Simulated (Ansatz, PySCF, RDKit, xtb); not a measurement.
# Si2H4Se: from the formula to a structure

Only the formula Si2H4Se is given. Aim: find the structure of lowest free energy at 298.15 K, then its properties.

Plan: many cheap relaxations first (GFN2-xTB), then density-functional screening, relaxation at B3LYP/6-31G*, vibrations and a final energy. The numbers are computed, not measured.

7 further runs of the same task are left out: 7 set aside as unsound or not needed.

**1. Drawing up candidates**

A program enumerates the bonding patterns with one Lewis structure each (two rings at most, one unusual centre or charged pair), with their diastereomers. O–O, O–halogen and N–halogen bonds and N–N–N chains are not drawn. That gives 14 candidates.

```tsv
label	SMILES	spin
c061	[SiH]#[Se][SiH3]	singlet
c106	[SiH2]=[Se]=[SiH2]	singlet
c124	[SiH2]=[Si-][SeH2+]	singlet
c128	[SiH]1=[SeH][SiH2]1	singlet
c156	[SiH][SiH2][SeH]	singlet
c188	[SiH]#[SiH-][SeH2+]	singlet
c212	[Si]=[SeH][SiH3]	triplet
c338	[SiH][SiH2][SeH]	triplet
c456	[SiH]#[SeH]=[SiH2]	singlet
c604	[SiH3][Si]#[SeH]	singlet
c611	[SiH2]=[SiH][SeH]	singlet
c796	[SiH2]1[SiH2][Se]1	singlet
c813	[Si]=[SeH][SiH3]	singlet
c922	[SiH3][SiH]=[Se]	singlet
```

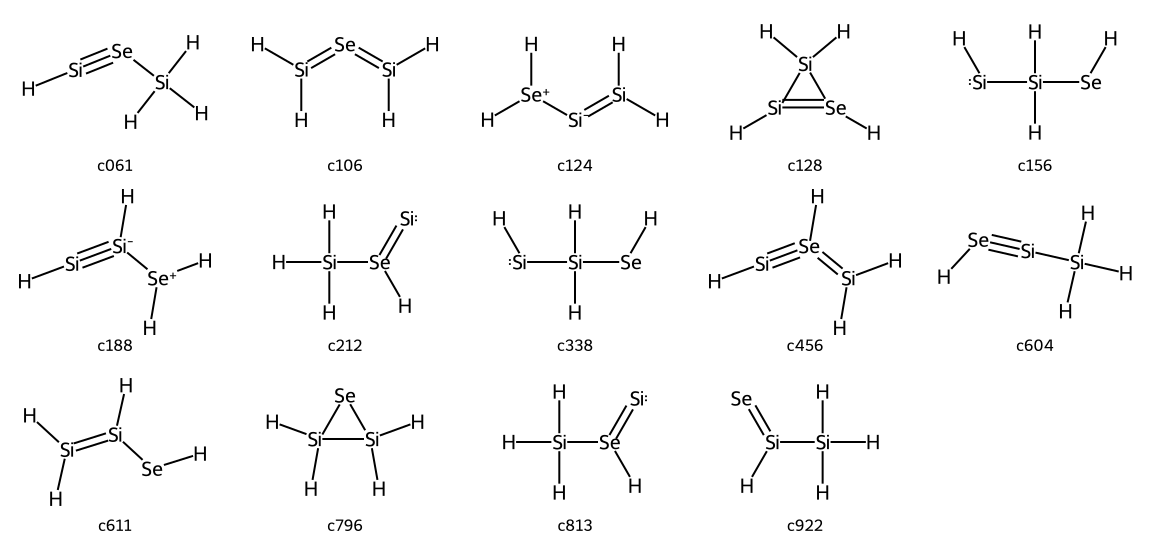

Structural formulas of the candidates.

Candidates are built by distance geometry, with a force field where one applies, in up to four conformers (letters a to d). 16 starts with atoms placed at random are added, to find patterns that the rules miss.

Q: Predict the outcome of this search (final energies at CCSD(T)/def2-TZVP).

| quantity | value |
| --- | --- |
| lowest structure found | [SiH2]1[SiH2][Se]1, singlet, C2v |
| next finalist | [SiH3][SiH]=[Se], singlet, 10.2 kcal/mol higher in G |
| share at equilibrium, among the finalists | 100.0 % |
| harmonic wavenumbers, lowest and highest (B3LYP/6-31G*) | 318 and 2274 cm⁻¹ |
| rotational constants, same geometry | 0.1803, 0.1131, 0.07317 cm⁻¹ |
| dipole moment (PBE0/def2-TZVPD) | 1.47 D |
| HOMO energy (PBE0/def2-TZVPD) | -7.06 eV |
| LUMO energy (PBE0/def2-TZVPD) | -0.81 eV |
| HOMO–LUMO gap (PBE0/def2-TZVPD) | 6.25 eV |
| lowest excitation (TD-CAM-B3LYP/def2-SVPD) | 5.07 eV (f = 0.021) |
| strongest of the states computed, same level | 5.59 eV (f = 0.073) |
| lowest triplet excitation, same level, Tamm-Dancoff | 4.65 eV |
| vertical ionisation energy | 9.00 eV |
| vertical electron affinity | -0.45 eV (unbound: the value depends on the basis) |
| vertical triplet less singlet | +4.59 eV |

The lowest structure found is `[SiH2]1[SiH2][Se]1`. The margin of 10.2 kcal/mol over the next finalist is beyond the usual error of the last level; it says nothing of structures that weren't ranked. HF/STO-3G, r2SCAN-D4/def2-SVP, B3LYP/6-31G*, HF/def2-TZVP and MP2/def2-TZVP already put its bonding pattern lowest among the structures in one piece; GFN2-xTB favours the singlet [SiH3][SiH]=[Se]. 2 minima inside the window were never screened. Lowest found is not proven lowest: the search is finite, and each finalist counts with one conformer. Patterns outside the rules of the enumeration were met only by chance.
